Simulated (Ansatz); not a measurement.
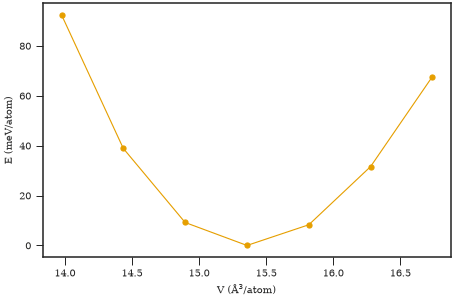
*Hf2N (anti-rutile, P4_2/mnm) under volume change, r²SCAN in the plane-wave PAW code Ansatz, shape and atoms relaxed at each volume.*

What does a third-order Birch–Murnaghan fit give for V₀, B₀ and B′?

V₀ = 15.36 Å³/atom, B₀ = 202 GPa, B′ = 4.2.

The workflow started from a Materials Project entry (that database holds measured and hypothetical structures alike); the Crystallography Open Database copy checked does not list it. Its standing as an ambient phase is unchecked. The cell was relaxed with r²SCAN under the symmetry of its start; its stability against distortions is not shown here. No spin polarisation was allowed. Spin–orbit coupling is left out wherever it is not named.

Potentials: the later of the program's two PAW sets.
